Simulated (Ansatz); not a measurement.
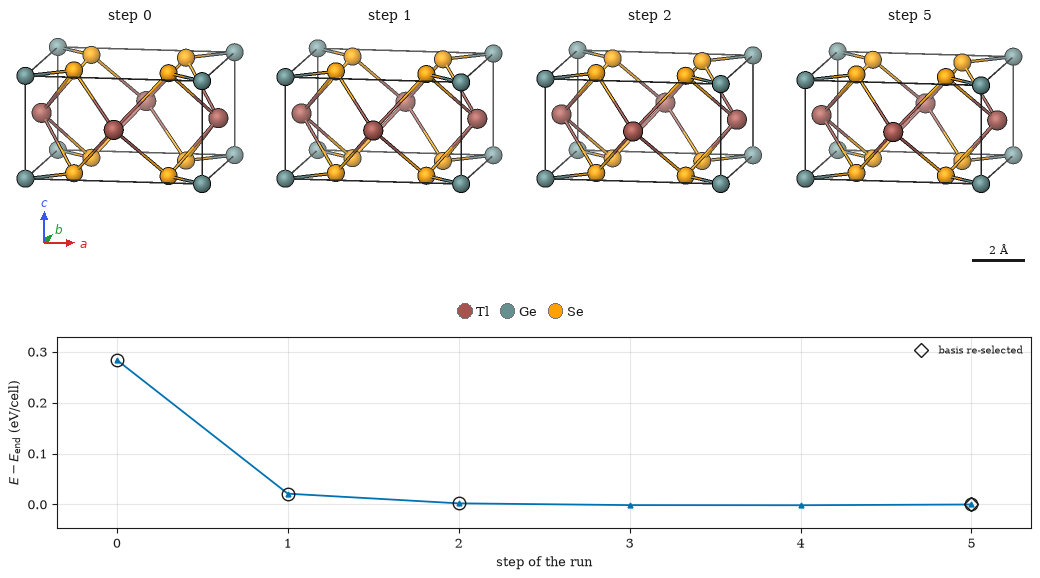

Frames of a relaxation of crystalline Tl$_{2}$GeSe$_{4}$ (built on the K2PdCl4-123 type type), marked on the history of the run. A ball-and-stick model of the cell of the calculation, seen slightly off an axis.

Theory: DFT, PBEsol, plane waves, PAW in Ansatz. (plane-wave cutoff 420 eV; k-point mesh 4 × 4 × 6; occupations fermi dirac; smearing width 0.03 eV; no spin polarisation; cell and atoms relaxed; force threshold 0.01 eV/Å; at most 120 steps)

Q: What happens along the run?

A: The energy falls by 0.284 eV per cell of the calculation in 4 accepted moves (5 points after the start). The largest force component goes from 0.89 to 0.0012 eV/Å. The pressure goes from 2.36 to 0.02 GPa. At 1 point the geometry stayed and the basis and grid were re-selected for the new cell (energy shift of 1.5 meV per cell of the calculation at most each time). The largest moves relative to the cell, 0.13 Å, are those of Se atoms. Ge and Tl stay in place. The volume changes by −5.3 %, with a = b 7.004 → 6.964 Å (−0.6 %), c 4.065 → 3.895 Å (−4.2 %). Some distances before and after: Ge–Se 2.300 → 2.418 Å, Se–Tl 3.208 → 3.139 Å. Bond angles that change, for instance: Tl–Se–Tl 173.7° → 178.4°, Tl–Se–Ge 93.1° → 90.8°, Tl–Se–Tl 101.0° → 103.3°. The space group stays P4/mmm (No. 123). From step 0 to 1: Se atoms move most (0.10 Å), volume −2.2 %, energy −0.263 eV per cell of the calculation. From step 1 to 2: Se atoms move most (0.02 Å), volume −2.1 %, energy −19.0 meV per cell of the calculation. From step 2 to 5: volume −1.0 %, energy −2.2 meV per cell of the calculation.

```
step  E − E(0), meV/atom  largest force component, eV/Å  pressure, GPa  volume, Å³/atom                      note
   0                0.00                         0.8862           2.36           28.485                          
   1              -37.54                         0.1246           0.01           27.849                          
   2              -40.26                         0.0457           0.07           27.257                          
   3              -40.75                         0.0007          -0.04           27.074                          
   4              -40.78                         0.0013           0.02           26.981                          
   5              -40.57                         0.0012           0.02           26.981  same geometry, new basis
```
